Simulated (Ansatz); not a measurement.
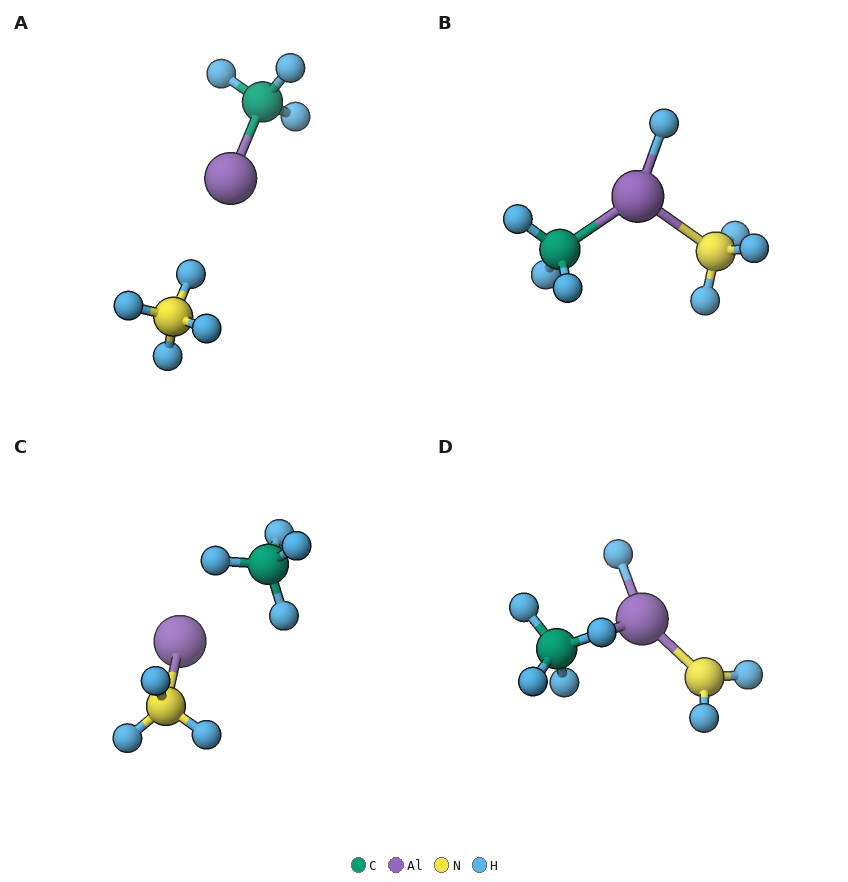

4 stationary structures of one formula. The species has charge +1 and is a spin singlet. Geometries: PBE0-D4/def2-TZVP. Electronic energies: RHF-CCSD(T) (frozen core)/def2-TZVPP (Ansatz 0.2.0), without zero-point energy. No frequency run is at hand to confirm each as a minimum. Each is one conformer, not always the lowest.

Which structure is the most stable?

B is lowest; C lies 0.518 eV above it, D lies 0.925 eV above it, A lies 1.672 eV above it.
